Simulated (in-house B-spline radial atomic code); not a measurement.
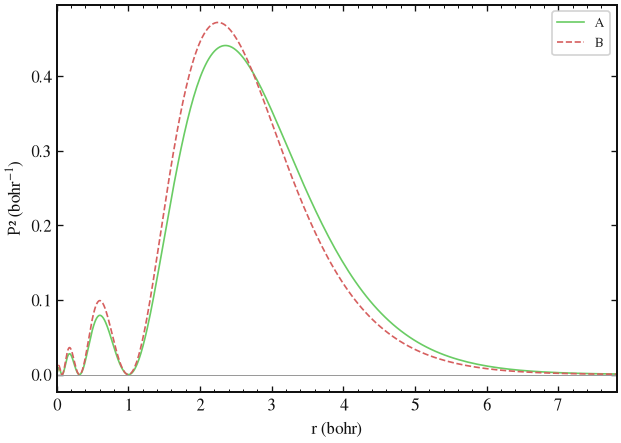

The Fe⁺ ion in [Ar] 3d6 4s1 (high spin) was computed by two methods: Hartree-Fock; TPSS. Both runs are scalar-relativistic, spin-polarised and spherical. Computed with an in-house B-spline radial code.

The plot shows P² of the 4s up orbital in both runs.

Assign A and B.

Answer. A is Hartree-Fock (⟨r⟩ = 2.79 bohr, eigenvalue −15.4 eV); B is TPSS (⟨r⟩ = 2.65 bohr, eigenvalue −13.0 eV).
